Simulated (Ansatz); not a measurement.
Partial pair distribution functions of a relaxed model of amorphous In24O41Ta2, broadened by 0.06 Å; density 6.64 g/cm³. Method: PBE, scalar-relativistic without spin-orbit coupling (plane waves to 420 eV, PAW; Ansatz, an electronic-structure program).

The cell was made by melting and quenching with the CHGNet potential and then relaxed with DFT. O atoms were pushed apart under 1.9 Å during the dynamics, to hinder bonds among them. The hot cell started wider than the set density and was brought back towards it in steps. It is the lowest in DFT energy of 2 quenches. It is a model cell: composition and starting density were chosen by hand, and all elements were melted together. No dispersion term was used. Its density started from a set value of 6.64 and ended at 6.64 g/cm³. Cooling (nominally 220 K/ps over its main leg) ran many orders faster than in experiment, which tends to leave more defects and strain. Values belong to this one cell and scatter from quench to quench. The volume was held where the preparation left it and the shape relaxed, at a PBE pressure of -2.1 GPa (tension). Stress components on the final sampling reach 2.2 GPa.

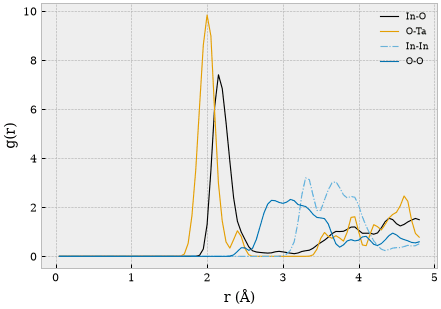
Figure. Partial pair distribution functions

Highest peaks under 4.5 Å: In-O near 2.15 Å, O-Ta near 2.00 Å, In-In near 3.30 Å, O-O near 3.10 Å; pairs of few atoms are noisy.

Within 2.68 Å each In has 5.50 O neighbours on average.
